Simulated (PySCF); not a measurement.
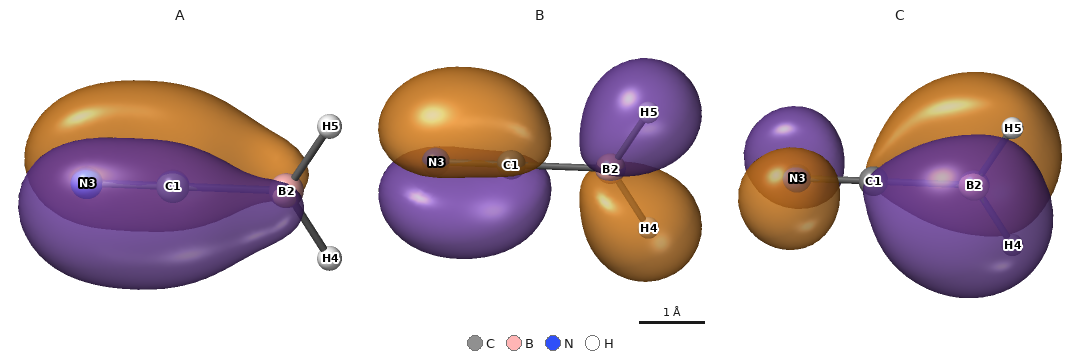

*CH2BN. Three frontier orbitals at ±0.1 Å⁻³ᐟ² (orange and purple are the two phases), in no order.*

Geometry: B3LYP-D4/def2-SVP.

Method: Gaussian-basis quantum chemistry of an isolated molecule with PySCF, energy and nuclear gradient, functional PBE0 in PySCF 2.14.0.

```yaml
atoms:
  - { symbol: C, position_ang: [1.0887, -0.2676, 0.1838] }
  - { symbol: B, position_ang: [0.0875, -1.2779, -0.3803] }
  - { symbol: N, position_ang: [1.8500, 0.5009, 0.6127] }
  - { symbol: H, position_ang: [-0.1571, -1.2637, -1.5553] }
  - { symbol: H, position_ang: [-0.4318, -2.0632, 0.3643] }
```

**Which picture is the HOMO−1, the HOMO and the LUMO?**

A is the HOMO−1 (−10.55 eV). By Hirshfeld shares it lies mainly on N3 (about 50 %) and C1 (about 45 %); it changes sign across the molecular plane (π type); π-bonding across C1–N3. B is the HOMO (−9.72 eV). Its weight (Hirshfeld) is mainly on N3 (about 45 %), C1 (about 25 %), B2 (about 15 %), H4 (about 10 %) and H5 (about 10 %); it is symmetric in the molecular plane (an in-plane orbital: σ, lone-pair or in-plane π type). C is the LUMO (−3.38 eV). Its weight (Hirshfeld) is mainly on B2 (about 55 %), N3 (about 20 %) and C1 (about 15 %); it changes sign across the molecular plane (π type); π-antibonding (a node) across C1–N3.

**What is the HOMO–LUMO gap?**

6.34 eV between the orbital energies.
